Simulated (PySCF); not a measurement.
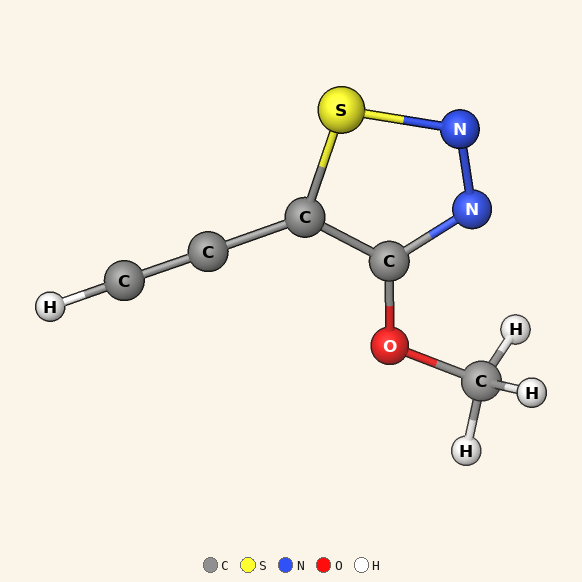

The computed structure is the end point of a PBE0-D3(BJ)/def2-SVP optimisation. No frequency run is at hand to confirm it as a minimum.

Description:

Formula C₅H₄N₂OS. Its SMILES string is `C#Cc1snnc1OC`. Independent rings (smallest set): 1 of 5 members, 1 of them aromatic. Among its groups: ether, alkyne. The point group is Cs. Coordination: 2 C linear; 2 C trigonal planar; 1 S bent; 2 N bent; 1 O bent; 1 C tetrahedral.

More results for the same structure follow; atom numbers are the same in all pictures, views and colours differ.

**NMR shielding**

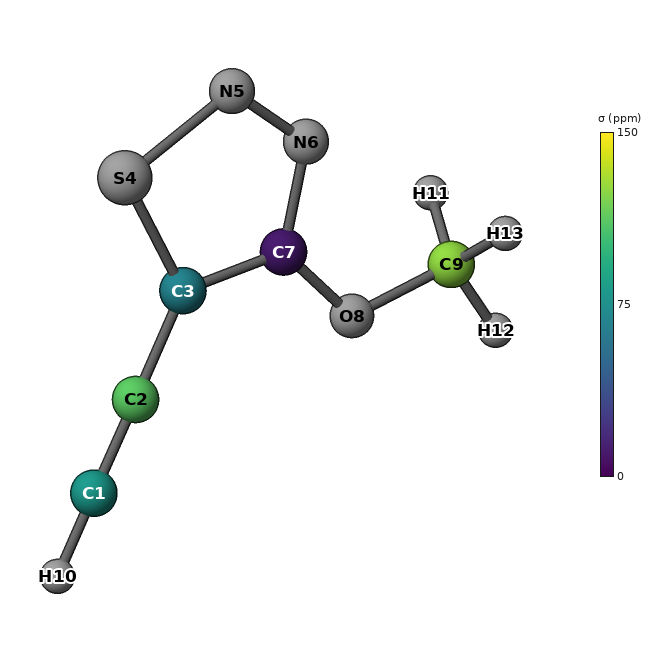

Atoms are coloured by their isotropic NMR shieldings (C only, the others grey). No frequency run is at hand to confirm it as a minimum. Level of theory: GIAO PBE0/pcSseg-1 NMR shielding, non-relativistic, gas phase (PySCF 2.14.0).

**Which C atom is the most shielded (lowest chemical shift)?**

C9 (125.4 ppm).

**Which C atom is the least shielded (highest chemical shift)?**

C7 (11.6 ppm).

**How wide is the range of C shifts?**

113.8 ppm.

List the isotropic NMR shieldings of the C atoms.

| atom | σ (ppm) |
| --- | --- |
| C1 | 80.0 |
| C2 | 111.9 |
| C3 | 67.1 |
| C7 | 11.6 |
| C9 | 125.4 |

**Excitation**

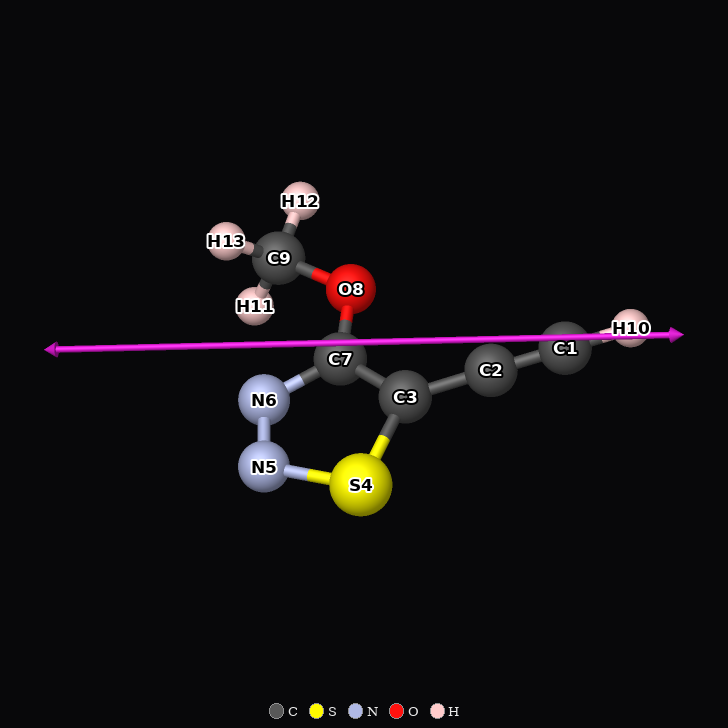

The double arrow shows the direction of the transition dipole to excited singlet state 2 (its length means nothing). No frequency run is at hand to confirm it as a minimum. Properties computed with TDDFT CAM-B3LYP/def2-SVPD, vertical, gas phase, core orbitals frozen in the response (PySCF 2.14.0).

**Where does the transition lie, and how strong is it?**

4.27 eV (291 nm), oscillator strength 0.17, mainly HOMO → LUMO (weight 0.93); transition dipole 3.20 D.

**Charges**

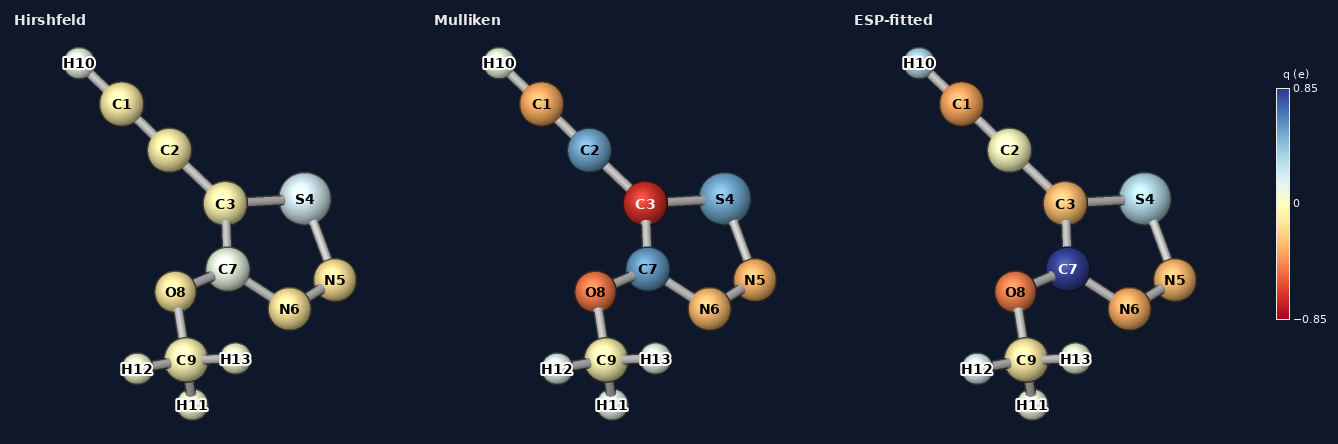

Atomic charges of one calculation by 3 schemes, on one colour scale. No frequency run is at hand to confirm it as a minimum. Computed with PBE0/pcSseg-1 in dichloromethane (IEF-PCM) (PySCF 2.14.0).

**Which scheme gives the most polar picture (largest mean size of the charges)?**

The Mulliken charges are the largest in size here, and the Hirshfeld charges the smallest.

**On which atom do the schemes disagree most?**

On C7 (from 0.11 to 0.82 e).

List the charges (e), one line for each set of equivalent atoms.

```csv
atom,Hirshfeld,Mulliken,ESP-fitted
C1,−0.08,−0.34,−0.35
C2,−0.07,0.52,0.01
C3,−0.05,−0.67,−0.28
S4,0.20,0.52,0.30
N5,−0.14,−0.31,−0.29
N6,−0.12,−0.28,−0.32
C7,0.11,0.56,0.82
O8,−0.10,−0.47,−0.45
C9,−0.03,−0.04,−0.09
H10,0.12,0.10,0.32
"H11, H13",0.05,0.13,0.09
H12,0.07,0.15,0.15
```

**Ring current**

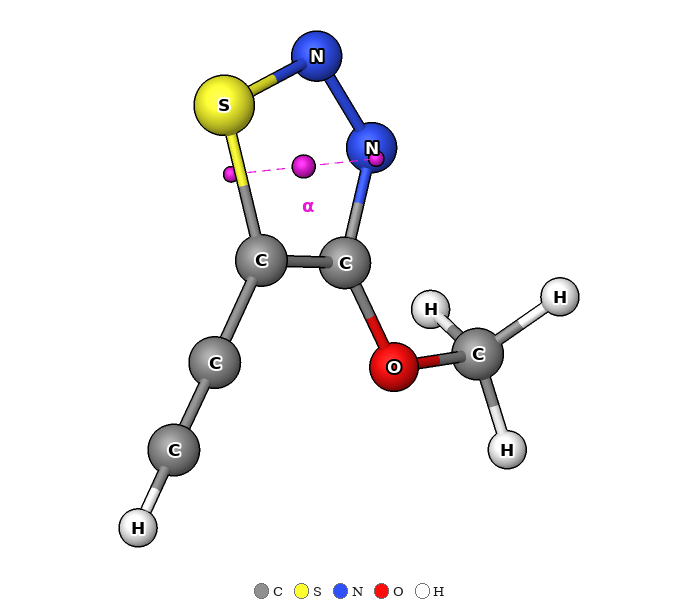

The small points mark where nucleus-independent chemical shifts (NICS) were computed: at the centre of each lettered ring and 1 Å above and below it. No frequency run is at hand to confirm it as a minimum. Properties computed with GIAO PBE0/pcSseg-1 NMR shielding, non-relativistic, IEF-PCM dichloromethane (PySCF 2.14.0).

Give NICS(0), NICS(1) and the out-of-plane component NICS(1)zz for each ring (means of the two sides).

```json
{"ring": "α", "members": "C2N2S", "NICS(0)": "−12.1", "NICS(1)": "−11.9", "NICS(1)zz": "−26.6"}
```

Values in ppm.

**What do the values say about the ring currents?**

Ring α: diatropic, as in an aromatic ring. NICS is one index among several.

Mulliken values depend strongly on the basis set and can even reverse the polarity of a bond.
